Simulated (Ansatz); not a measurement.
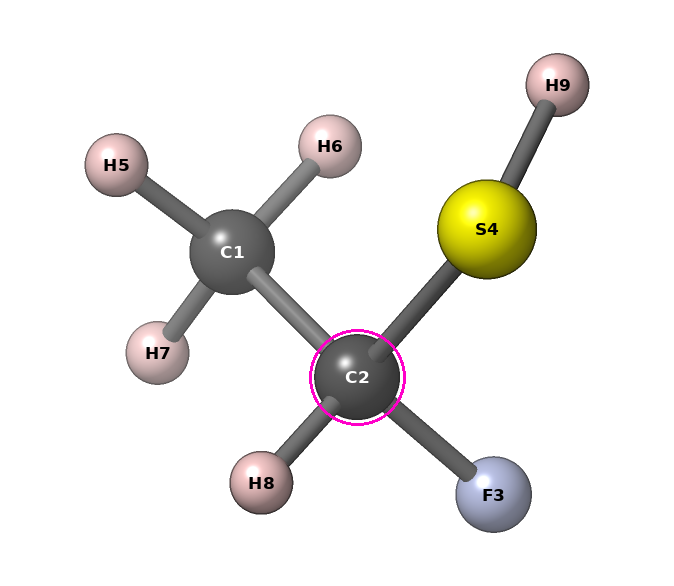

Atoms fade into the background with distance from the viewer. Circles mark the stereogenic atoms. The computed structure is the end point of a PBE0-D4/def2-TZVP optimisation.

What are the Cahn–Ingold–Prelog descriptors?

C2: S (priorities S4 > F3 > C1 > H8).

Write the isomeric SMILES.

C[C@@H](F)S
